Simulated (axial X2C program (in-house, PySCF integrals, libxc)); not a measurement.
# TeTc⁺: from the state search to constants

Aim: find the lowest determinant of TeTc⁺, scan the bond at several levels and fit the constants, once spin-free and once with spin–orbit coupling.

Method: all-electron X2C, Te dyall-cv3z, Tc dyall-cv3z; program: an in-house X2C program for linear molecules on PySCF integrals.

All values are calculated.

## Step 1: The job

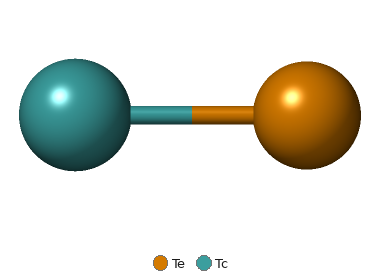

The two atoms at 2.480 Å (tellurium orange, technetium teal).

task.json

```json
{"zs": [52, 43], "q": 1, "bas": ["dyall-cv3z", "dyall-cv3z"], "levels": ["PBE0", "HF", "BLYP"], "cc": true, "r0": 2.48, "thr": -1.0, "nmax": 90, "npts": 10, "nst": 2, "ntry": 6}
```

Keys: zs atomic numbers; q charge; bas basis sets; levels methods (HF also brings MP2); cc coupled cluster on or off; r0 starting distance in Å; thr threshold in hartree for freezing inner shells (an s shell follows its p shell); nmax most natural virtual spinors; npts points asked for on the curve; nst determinants followed; ntry starts of the search.

The run is started by

```bash
$ python so2c.py task.json out
```

Spin-free means the one-electron spin-free X2C Hamiltonian; two-component (2c) means X2C with spin–orbit coupling and atomic mean-field two-electron Coulomb and Gaunt terms. Basis: Te dyall-cv3z contracted to [11s12p8d4f1g], Tc dyall-cv3z contracted to [12s12p8d5f3g]; Gaussian nuclei, density fitting. Masses: Te 129.906 u, Tc 98.907 u.

Notation: σ, π±, δ± give the projection m of an orbital's angular momentum (0, ±1, ±2), α and β its spin, Λ and M_S the sums; ω is the projection of a spinor's total angular momentum and Ω the sum. Logs are in hartree.

The results follow Hamiltonian by Hamiltonian and level by level.

## Step 2: Search for the lowest determinant

Determinants are compared with PBE0 at 2.480 Å.

Spin-free determinants:

```tsv
ΔE (eV)	state	open shells
0.00	M_S = 2, Λ = 1	beyond closed shells: σα, π+α, δ+α, δ-α
0.52	M_S = 3, Λ = 1	beyond closed shells: σα, 2 × π+α, π+β, 2 × π-α, δ+α, δ-α
0.63	M_S = 1, Λ = 1	beyond closed shells: σα, π+β, δ+α, δ-α
0.81	M_S = 1, Λ = 0	beyond closed shells: δ+α, δ-α
0.96	M_S = 1, Λ = 2	beyond closed shells: σα, δ+α, δ+β, δ-α
1.02	M_S = 2, Λ = 0	beyond closed shells: π+α, π-α, δ+α, δ-α
1.98	M_S = 2, Λ = 0	beyond closed shells: 2 × σα, δ+α, δ-α
```

Two-component determinants:

```csv
ΔE (eV),state,open shells
0.00,Ω = 1,"excess of +ω over −ω: ω = -3/2, ω = 5/2"
0.44,Ω = 3,"excess of +ω over −ω: ω = 1/2, ω = 5/2"
0.60,Ω = 4,"excess of +ω over −ω: ω = 3/2, ω = 5/2"
0.77,Ω = 2,"excess of +ω over −ω: 2 × ω = 1/2, ω = -3/2, ω = 5/2"
0.87,Ω = 2,"excess of +ω over −ω: ω = -1/2, ω = 5/2"
0.92,Ω = 0,"excess of +ω over −ω: ω = -1/2, 2 × ω = 3/2, ω = -5/2"
1.26,Ω = 1,"excess of +ω over −ω: ω = -1/2, ω = 3/2"
```

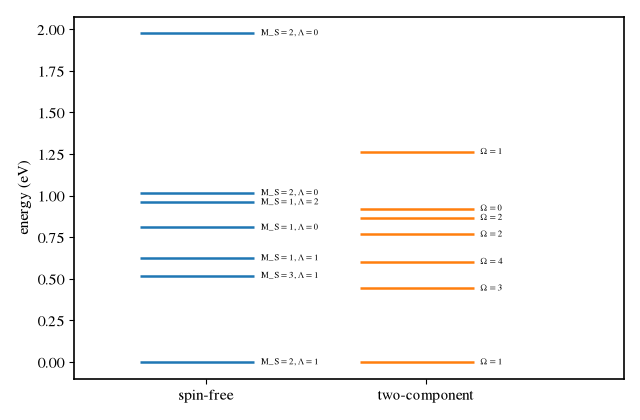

The determinants found, each set from its own lowest.

## Step 3: PBE0, spin-free

State followed: M_S = 2, Λ = 1 (beyond closed shells: σα, π+α, δ+α, δ-α). The scan is laid around 2.500 Å, a first estimate of the minimum, and this SCF restarts from the orbitals of the search.

Output at 2.500 Å:

```text
spin-free X2C-1e  PBE0
basis functions 274  fitting functions 1301  grid points 5802
iter        total energy     max residual
   1     -11077.158072389     3.71e+00
   2     -11078.295450559     7.48e-03
   3     -11078.294814946     8.53e-03
   4     -11078.296470425     3.30e-03
   5     -11078.296967325     9.58e-04
   6     -11078.297022528     3.32e-04
   7     -11078.297025131     7.13e-05
   8     -11078.297025459     3.50e-05
   9     -11078.297025619     1.84e-05
  10     -11078.297025637     2.69e-06
  11     -11078.297025637     5.87e-07
converged
one-electron -16154.72438697  Coulomb 4909.71840920  exact exchange -75.51909604  xc functional -231.06804928  nuclear repulsion 473.29609745
```

Along the bond, energies from the lowest point:

```tsv
R (Å)	E (eV)	μ (D)	HOMO (eV)	LUMO (eV)	iterations
2.275	0.3414	4.24	-11.53	-9.67	13
2.350	0.1226	4.50	-11.52	-9.64	12
2.425	0.0191	4.78	-11.48	-9.59	13
2.500	0.0000	5.05	-11.43	-9.52	11
2.587	0.0547	5.36	-11.35	-9.41	13
2.675	0.1678	5.66	-11.26	-9.31	13
2.788	0.3686	6.01	-11.14	-9.16	14
```

Dipoles are positive if Tc is the positive end and refer to the centre of mass.

Outer orbitals at the reference distance:

```json
{"symmetry": "σβ", "occupied": "yes", "ε (eV)": "-22.39", "atomic character": "73% Te s, 10% Tc p, 9% Tc d"}
{"symmetry": "σα", "occupied": "yes", "ε (eV)": "-21.85", "atomic character": "71% Te s, 10% Tc d, 9% Tc p"}
{"symmetry": "π+α", "occupied": "yes", "ε (eV)": "-15.14", "atomic character": "91% Tc d, 7% Te p"}
{"symmetry": "σα", "occupied": "yes", "ε (eV)": "-15.10", "atomic character": "76% Tc d, 17% Te p, 5% Te s"}
{"symmetry": "δ+α", "occupied": "yes", "ε (eV)": "-15.03", "atomic character": "100% Tc d"}
{"symmetry": "δ-α", "occupied": "yes", "ε (eV)": "-15.01", "atomic character": "100% Tc d"}
{"symmetry": "π-α", "occupied": "yes", "ε (eV)": "-14.94", "atomic character": "93% Tc d, 5% Te p"}
{"symmetry": "σβ", "occupied": "yes", "ε (eV)": "-13.61", "atomic character": "64% Te p, 21% Tc d, 7% Tc s"}
{"symmetry": "π+β", "occupied": "yes", "ε (eV)": "-12.63", "atomic character": "65% Te p, 27% Tc d, 4% Tc p"}
{"symmetry": "π-β", "occupied": "yes", "ε (eV)": "-12.63", "atomic character": "65% Te p, 27% Tc d, 4% Tc p"}
{"symmetry": "σα", "occupied": "yes", "ε (eV)": "-12.63", "atomic character": "46% Te p, 40% Tc s, 11% Tc d"}
{"symmetry": "π+α", "occupied": "yes", "ε (eV)": "-11.43", "atomic character": "77% Te p, 10% Tc d, 8% Tc p"}
{"symmetry": "π-α", "occupied": "no", "ε (eV)": "-9.52", "atomic character": "76% Te p, 11% Tc p, 8% Tc d"}
{"symmetry": "π-β", "occupied": "no", "ε (eV)": "-8.41", "atomic character": "72% Tc d, 20% Te p, 3% Te d"}
{"symmetry": "π+β", "occupied": "no", "ε (eV)": "-8.41", "atomic character": "72% Tc d, 20% Te p, 3% Te d"}
{"symmetry": "σβ", "occupied": "no", "ε (eV)": "-8.33", "atomic character": "63% Tc d, 23% Tc s, 12% Te p"}
```

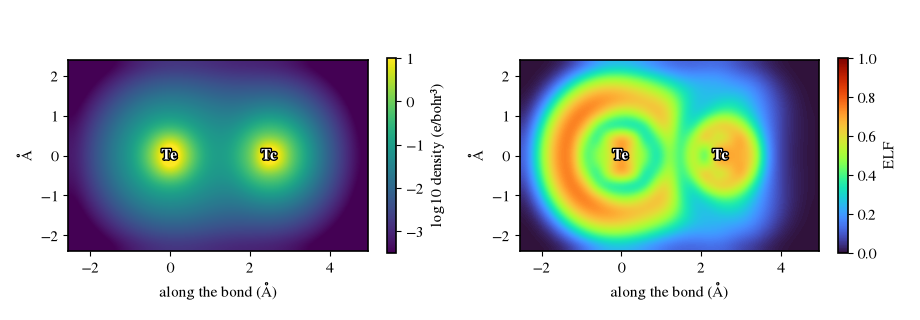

PBE0 fields in a plane through the axis, from a grid of 0.3 Å; Te lies at z = 0 and Tc at z = 2.500 Å; the ELF is damped to zero where the density is low.

Re = 2.482 Å, ωe = 238.5 cm⁻¹, ωexe = 0.448 cm⁻¹, Be = 0.04872 cm⁻¹, De = 2.57 eV, μ = 4.99 D.

## Step 4: HF, spin-free

The SCF at the reference distance of 2.500 Å:

```text
spin-free X2C-1e  HF
basis functions 274  fitting functions 1301  grid points 5802
iter        total energy     max residual
   1     -11073.786264474     2.86e-01
   2     -11073.836761972     1.34e-02
   3     -11073.845022713     7.59e-03
   4     -11073.847961639     4.40e-03
   5     -11073.849828575     1.74e-03
   6     -11073.850457585     7.84e-04
   7     -11073.850651749     5.37e-04
   8     -11073.850746362     4.45e-04
   9     -11073.850783654     1.95e-04
  10     -11073.850790855     1.09e-04
  11     -11073.850792353     5.51e-05
  12     -11073.850792751     2.56e-05
  13     -11073.850792841     8.48e-06
  14     -11073.850792853     4.32e-06
  15     -11073.850792856     2.28e-06
  16     -11073.850792857     1.07e-06
converged
one-electron -16152.55685268  Coulomb 4907.68743989  exact exchange -302.27747751  xc functional 0.00000000  nuclear repulsion 473.29609745
```

No constants are quoted: the lowest point is the long end of the scan.

## Step 5: BLYP, spin-free

The SCF at the reference distance of 2.500 Å:

```text
spin-free X2C-1e  BLYP
basis functions 274  fitting functions 1301  grid points 5802
iter        total energy     max residual
   1     -11079.337350806     1.22e-01
   2     -11079.330924060     2.34e-02
   3     -11078.617909510     1.02e-01
   4     -11079.351912553     6.03e-03
   5     -11079.347575066     1.27e-02
   6     -11079.351093960     7.92e-03
   7     -11079.353364211     1.45e-03
   8     -11079.353463906     3.98e-04
   9     -11079.353472154     2.41e-04
  10     -11079.353473725     2.09e-04
  11     -11079.353475078     1.69e-05
  12     -11079.353475088     7.19e-06
  13     -11079.353475090     3.20e-06
converged
one-electron -16154.37005785  Coulomb 4909.30212412  exact exchange 0.00000000  xc functional -307.58163880  nuclear repulsion 473.29609745
```

Re = 2.465 Å, ωe = 255.8 cm⁻¹, ωexe = 0.761 cm⁻¹, Be = 0.0494 cm⁻¹, De = 3.46 eV, μ = 3.80 D.

## Step 6: MP2 and beyond, spin-free

Correlated methods: 12 electrons correlated (frozen shells, counted by type: Te 4 s, 3 p, 2 d; Tc 4 s, 3 p, 1 d), 332 virtual spinors in MP2, 90 natural virtuals in coupled cluster.

Output of the correlated part at 2.500 Å:

```text
correlated 12  virtual 332  natural virtual 90  E(MP2) -0.230187693  MP2 remainder -0.012364252
iter   CCSD correlation   residual
   1     -0.231484099   1.31e-01
   2     -0.238251671   6.91e-02
   3     -0.242341618   4.33e-02
   4     -0.244152693   2.58e-02
   5     -0.244955574   1.23e-02
   6     -0.245175329   6.45e-03
   7     -0.245241806   3.34e-03
   8     -0.245259581   1.45e-03
   9     -0.245250670   6.46e-04
  10     -0.245259725   2.91e-04
  11     -0.245256556   1.33e-04
  12     -0.245259002   8.07e-05
  13     -0.245258764   4.76e-05
  14     -0.245258837   2.42e-05
  15     -0.245258895   1.28e-05
  16     -0.245258845   6.27e-06
  17     -0.245258827   2.94e-06
(T) -0.012004475  T1 0.0655  D1 0.1333  max T2 0.055
```

T1 in the output is the amplitude norm over the root of the electron number; divide by √2 for the Lee–Taylor value.

MP2: No constants are quoted: the reference is strongly spin-contaminated.

CCSD: Re = 2.538 Å, ωe = 221.0 cm⁻¹, ωexe = 0.465 cm⁻¹, Be = 0.04662 cm⁻¹, De = 1.88 eV. T1 at Re = 0.045 (Lee–Taylor, the printed value over √2).

CCSD(T): Re = 2.520 Å, ωe = 227.8 cm⁻¹, ωexe = 0.411 cm⁻¹, Be = 0.04729 cm⁻¹, De = 2.07 eV. T1 at Re = 0.046 (Lee–Taylor, the printed value over √2).

## Step 7: A higher determinant, spin-free

State: M_S = 3, Λ = 1 (beyond closed shells: σα, 2 × π+α, π+β, 2 × π-α, δ+α, δ-α).

Output at the reference distance:

```text
spin-free X2C-1e  PBE0
basis functions 274  fitting functions 1301  grid points 5802
iter        total energy     max residual
   1     -11077.139850040     3.70e+00
   2     -11078.277778427     7.22e-03
   3     -11078.277633732     7.63e-03
   4     -11078.279213443     1.63e-03
   5     -11078.279242576     1.33e-03
   6     -11078.279313056     2.30e-04
   7     -11078.279314428     7.45e-05
   8     -11078.279314516     8.90e-06
   9     -11078.279314528     6.21e-06
  10     -11078.279314532     1.83e-06
  11     -11078.279314532     2.81e-07
converged
one-electron -16155.11277038  Coulomb 4910.16893062  exact exchange -75.53585929  xc functional -231.09571292  nuclear repulsion 473.29609745
```

```tsv
R (Å)	E above the lowest PBE0 point (eV)
2.275	1.406
2.350	0.951
2.425	0.655
2.500	0.482
2.587	0.397
2.675	0.405
2.788	0.510
```

No constants are quoted: too few points lie around the minimum for a second fit to confirm the first.

## Step 8: The spin-free curves together

Energy (eV) of the followed determinant, spin-free, from each level's lowest point:

```tsv
R (Å)	PBE0	HF	MP2 (spin-contaminated)	CCSD	CCSD(T)	BLYP
2.275	0.341	1.299	0.513	0.497	0.451	0.326
2.350	0.123	0.820	0.235	0.223	0.192	0.100
2.425	0.019	0.485	0.073	0.067	0.052	0.004
2.500	0.000	0.260	0.000	0.000	0.000	0.000
2.587	0.055	0.102	0.001	0.004	0.020	0.076
2.675	0.168	0.025	0.072	0.072	0.104	0.207
2.788	0.369	0.000	0.235	0.222	0.274	0.425
```

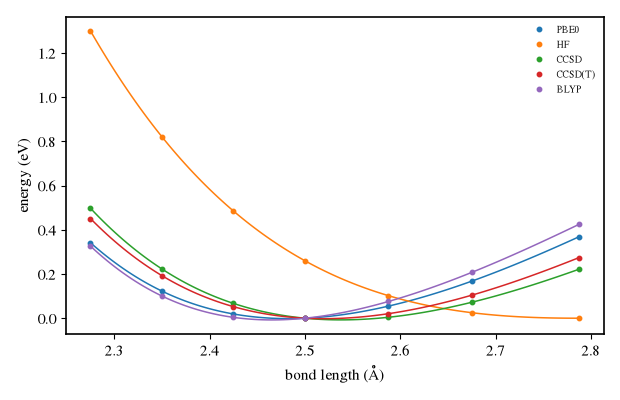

Curves of the followed state, spin-free, each from its own lowest point. Left out: MP2.

## Step 9: PBE0, 2c

State followed: Ω = 1 (excess of +ω over −ω: ω = -3/2, ω = 5/2). The scan is laid around 2.500 Å, a first estimate of the minimum, and this SCF restarts from the orbitals of the search.

Output at 2.500 Å:

```text
two-component X2C + atomic mean field  PBE0
basis functions 274  fitting functions 1301  grid points 5802
iter        total energy     max residual
   1     -11072.583234591     3.72e+00
   2     -11073.733164735     7.49e-03
   3     -11073.732626849     8.50e-03
   4     -11073.734291484     2.93e-03
   5     -11073.734678928     1.10e-03
   6     -11073.734742973     3.29e-04
   7     -11073.734745521     7.08e-05
   8     -11073.734745801     3.04e-05
   9     -11073.734745929     1.75e-05
  10     -11073.734745947     3.41e-06
  11     -11073.734745947     6.45e-07
converged
one-electron -16141.93685986  Coulomb 4907.42887107  exact exchange -75.47502806  xc functional -230.93940358  nuclear repulsion 473.29609745  atomic mean-field constant -6.10842297
```

Along the bond, energies from the lowest point:

```tsv
R (Å)	E (eV)	μ (D)	HOMO (eV)	LUMO (eV)	iterations
2.275	0.3670	4.15	-11.69	-9.42	13
2.350	0.1377	4.41	-11.69	-9.39	12
2.425	0.0259	4.68	-11.66	-9.33	13
2.500	0.0000	4.94	-11.62	-9.26	11
2.587	0.0480	5.23	-11.55	-9.17	13
2.675	0.1548	5.51	-11.47	-9.06	13
2.788	0.3474	5.83	-11.36	-8.93	14
```

Dipoles are positive if Tc is the positive end and refer to the centre of mass.

Outer spinors at the reference distance:

```
   ω  occupied  ε (eV)              atomic character     λ mixture
-1/2       yes  -22.35   73% Te s, 10% Tc p, 9% Tc d        100% σ
 1/2       yes  -21.83   71% Te s, 10% Tc d, 9% Tc p        100% σ
-1/2       yes  -15.16             90% Tc d, 8% Te p        100% π
-3/2       yes  -15.08                     100% Tc d        100% δ
 1/2       yes  -15.06   74% Tc d, 18% Te p, 5% Te s        100% σ
 5/2       yes  -14.84                     100% Tc d        100% δ
 3/2       yes  -14.83             93% Tc d, 5% Te p        100% π
-1/2       yes  -13.64   65% Te p, 20% Tc d, 7% Tc s   97% σ, 3% π
 1/2       yes  -13.00   63% Te p, 21% Tc d, 9% Tc s  72% π, 28% σ
 1/2       yes  -12.44  50% Te p, 31% Tc s, 14% Tc d  73% σ, 27% π
-3/2       yes  -12.39   61% Te p, 31% Tc d, 4% Tc p        100% π
-1/2       yes  -11.62   75% Te p, 12% Tc d, 8% Tc p   97% π, 3% σ
 3/2        no   -9.26   76% Te p, 11% Tc p, 8% Tc d        100% π
 1/2        no   -8.41   76% Tc d, 17% Te p, 3% Te d        100% π
-3/2        no   -8.30   68% Tc d, 23% Te p, 3% Te d        100% π
-1/2        no   -8.29  62% Tc d, 23% Tc s, 11% Te p        100% σ
```

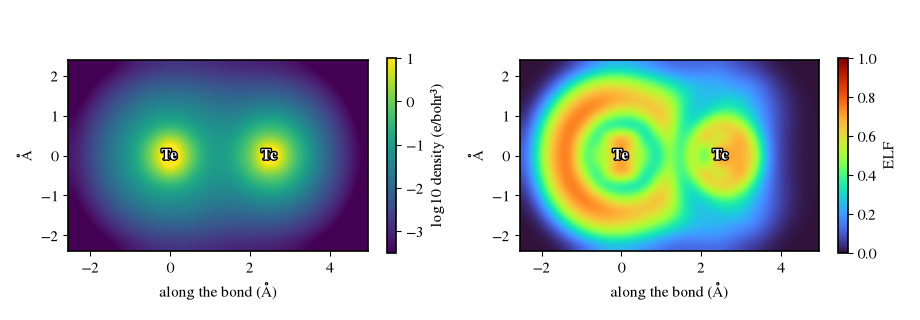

PBE0 fields in a plane through the axis, from a grid of 0.3 Å; Te lies at z = 0 and Tc at z = 2.500 Å; the ELF is damped to zero where the density is low.

Re = 2.490 Å, ωe = 236.9 cm⁻¹, ωexe = 0.488 cm⁻¹, Be = 0.04843 cm⁻¹, De = 2.57 eV, μ = 4.90 D.

## Step 10: HF, 2c

The SCF at the reference distance of 2.500 Å:

```text
two-component X2C + atomic mean field  HF
basis functions 274  fitting functions 1301  grid points 5802
iter        total energy     max residual
   1     -11069.220426541     2.86e-01
   2     -11069.270193884     1.29e-02
   3     -11069.278179651     8.46e-03
   4     -11069.281060977     4.24e-03
   5     -11069.282937980     1.77e-03
   6     -11069.283615146     1.03e-03
   7     -11069.283835948     6.53e-04
   8     -11069.283942646     4.71e-04
   9     -11069.283985218     2.08e-04
  10     -11069.283994215     1.14e-04
  11     -11069.283996242     5.50e-05
  12     -11069.283996814     2.41e-05
  13     -11069.283996949     1.19e-05
  14     -11069.283996976     8.10e-06
  15     -11069.283996989     4.49e-06
  16     -11069.283996992     2.57e-06
  17     -11069.283996993     1.08e-06
converged
one-electron -16139.71587575  Coulomb 4905.34192291  exact exchange -302.09771863  xc functional 0.00000000  nuclear repulsion 473.29609745  atomic mean-field constant -6.10842297
```

No constants are quoted: the lowest point is the long end of the scan.

## Step 11: BLYP, 2c

Output at 2.500 Å:

```text
two-component X2C + atomic mean field  BLYP
basis functions 274  fitting functions 1301  grid points 5802
iter        total energy     max residual
   1     -11074.776251092     1.22e-01
   2     -11074.769873020     2.35e-02
   3     -11074.080041107     1.04e-01
   4     -11074.790471325     5.83e-03
   5     -11074.787678194     9.98e-03
   6     -11074.790467250     5.50e-03
   7     -11074.791624505     6.23e-04
   8     -11074.791646025     3.83e-04
   9     -11074.791650789     1.73e-04
  10     -11074.791651527     1.27e-04
  11     -11074.791652050     1.72e-05
  12     -11074.791652059     6.14e-06
  13     -11074.791652061     1.02e-06
converged
one-electron -16141.57497554  Coulomb 4907.00823842  exact exchange 0.00000000  xc functional -307.41258943  nuclear repulsion 473.29609745  atomic mean-field constant -6.10842297
```

Re = 2.477 Å, ωe = 248.7 cm⁻¹, ωexe = 0.728 cm⁻¹, Be = 0.04892 cm⁻¹, De = 3.36 eV, μ = 3.73 D.

## Step 12: Correlated methods, 2c

Correlated methods: 12 electrons correlated (frozen shells, counted by type: Te 4 s, 3 p, 2 d; Tc 4 s, 3 p, 1 d), 334 virtual spinors in MP2, 90 natural virtuals in coupled cluster.

Output of the correlated part at 2.500 Å:

```text
correlated 12  virtual 334  natural virtual 90  E(MP2) -0.229756809  MP2 remainder -0.012456691
iter   CCSD correlation   residual
   1     -0.231031830   1.30e-01
   2     -0.237778324   6.80e-02
   3     -0.241790647   4.26e-02
   4     -0.243566152   2.51e-02
   5     -0.244327315   1.17e-02
   6     -0.244522472   5.90e-03
   7     -0.244574339   2.94e-03
   8     -0.244588598   1.25e-03
   9     -0.244578659   5.41e-04
  10     -0.244585900   2.31e-04
  11     -0.244583346   9.51e-05
  12     -0.244585081   5.39e-05
  13     -0.244584904   3.09e-05
  14     -0.244584925   1.62e-05
  15     -0.244584915   9.07e-06
(T) -0.011751659  T1 0.0647  D1 0.1421  max T2 0.055
```

MP2: No constants are quoted: the reference is strongly spin-contaminated.

CCSD: Re = 2.542 Å, ωe = 220.2 cm⁻¹, ωexe = 0.541 cm⁻¹, Be = 0.04646 cm⁻¹, De = 1.83 eV. T1 at Re = 0.044 (Lee–Taylor, the printed value over √2).

CCSD(T): Re = 2.524 Å, ωe = 227.7 cm⁻¹, ωexe = 0.5 cm⁻¹, Be = 0.04711 cm⁻¹, De = 2.01 eV. T1 at Re = 0.045 (Lee–Taylor, the printed value over √2).

## Step 13: A higher determinant, 2c

State: Ω = 3 (excess of +ω over −ω: ω = 1/2, ω = 5/2).

Output at the reference distance:

```text
two-component X2C + atomic mean field  PBE0
basis functions 274  fitting functions 1301  grid points 5802
iter        total energy     max residual
   1     -11072.570551700     3.71e+00
   2     -11073.716773887     7.50e-03
   3     -11073.716127792     8.58e-03
   4     -11073.717748505     3.47e-03
   5     -11073.718286709     1.04e-03
   6     -11073.718343026     3.39e-04
   7     -11073.718345838     7.04e-05
   8     -11073.718346265     4.11e-05
   9     -11073.718346538     2.31e-05
  10     -11073.718346577     4.95e-06
  11     -11073.718346580     1.46e-06
  12     -11073.718346581     3.01e-07
converged
one-electron -16141.59694276  Coulomb 4907.09622104  exact exchange -75.47245243  xc functional -230.93284691  nuclear repulsion 473.29609745  atomic mean-field constant -6.10842297
```

```tsv
R (Å)	E above the lowest PBE0 point (eV)
2.275	0.770
2.350	0.559
2.425	0.462
2.500	0.446
2.587	0.503
2.675	0.617
2.788	0.816
```

Re = 2.478 Å, ωe = 237.1 cm⁻¹, ωexe = 0.448 cm⁻¹, Be = 0.04887 cm⁻¹, μ = 4.94 D. Te = 0.44 eV.

## Step 14: The 2c curves together

Energy (eV) of the followed determinant, 2c, from each level's lowest point:

```tsv
R (Å)	PBE0	HF	MP2 (spin-contaminated)	CCSD	CCSD(T)	BLYP
2.275	0.367	1.330	0.518	0.512	0.466	0.361
2.350	0.138	0.849	0.238	0.232	0.203	0.124
2.425	0.026	0.512	0.074	0.071	0.057	0.016
2.500	0.000	0.284	0.000	0.000	0.000	0.000
2.587	0.048	0.121	0.001	0.000	0.016	0.062
2.675	0.155	0.037	0.072	0.065	0.097	0.181
2.788	0.347	0.000	0.232	0.209	0.262	0.384
```

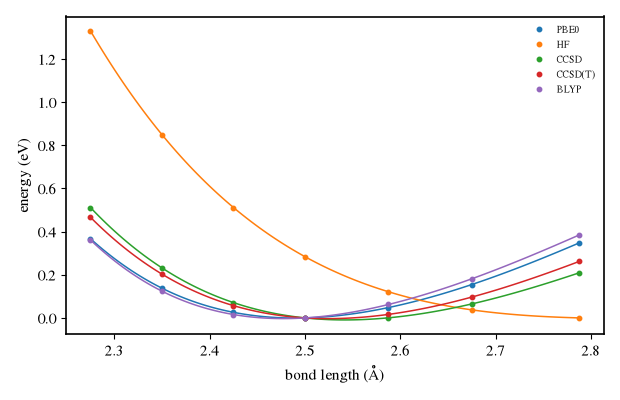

Curves of the followed state, 2c, each from its own lowest point. Left out: MP2.

The whole job took 4.5 min on 1 thread of Arm Neoverse V1, shared host.

## Step 15: Constants

Lowest determinant that the search found at its distance, spin-free: M_S = 2, Λ = 1 (beyond closed shells: σα, π+α, δ+α, δ-α).

Lowest determinant that the search found at its distance, 2c: Ω = 1 (excess of +ω over −ω: ω = -3/2, ω = 5/2).

```csv
Hamiltonian,level,Re (Å),ωe (cm⁻¹),De (eV),μ (D)
spin-free,PBE0,2.482,238.5,2.57,4.99
spin-free,CCSD,2.538,221.0,1.88,n/a
spin-free,CCSD(T),2.520,227.8,2.07,n/a
spin-free,BLYP,2.465,255.8,3.46,3.80
2c,PBE0,2.490,236.9,2.57,4.90
2c,CCSD,2.542,220.2,1.83,n/a
2c,CCSD(T),2.524,227.7,2.01,n/a
2c,BLYP,2.477,248.7,3.36,3.73
```

Dipoles are positive if Tc is the positive end and refer to the centre of mass. No constants: spin-free HF (the lowest point is the long end of the scan); spin-free MP2 (the reference is strongly spin-contaminated); 2c HF (the lowest point is the long end of the scan); 2c MP2 (the reference is strongly spin-contaminated).

Time per point (s) on 1 thread of Arm Neoverse V1, shared host (2c runs; CCSD comes with the CCSD(T) run); the times are rough: PBE0 2, CCSD(T) 7.6, BLYP 0.7.

At CCSD(T), going from spin-free to two-component changes Re by +5 mÅ, ωe by 0.0 %, which is small (part of it comes from the scalar share of the two-electron terms). De moves by -0.07 eV; both De rest on single-determinant atoms, which can miss part of an open shell's spin–orbit lowering.

De refers to Te + Tc+, each in the lowest determinant found, which need not be this curve's own limit. Each curve is one determinant whose occupation by symmetry is held fixed; it was picked as the lowest of a PBE0 search that is not exhaustive. Dissociation energies refer to the lowest single-determinant-based atoms at the same level and basis. Density functionals use the spin component along the axis (collinear). Coupled cluster ran in a truncated set of natural virtual spinors; the MP2 energy of the rest was added. With several unpaired electrons one determinant need not be a pure state. The spin-free determinant is spin-contaminated at some levels. With the outer-core shells frozen, correlated bond lengths of heavy atoms tend to come out a few hundredths of an ångström too long. T1 at Re is 0.046 (Lee–Taylor), above the customary mark of 0.02.
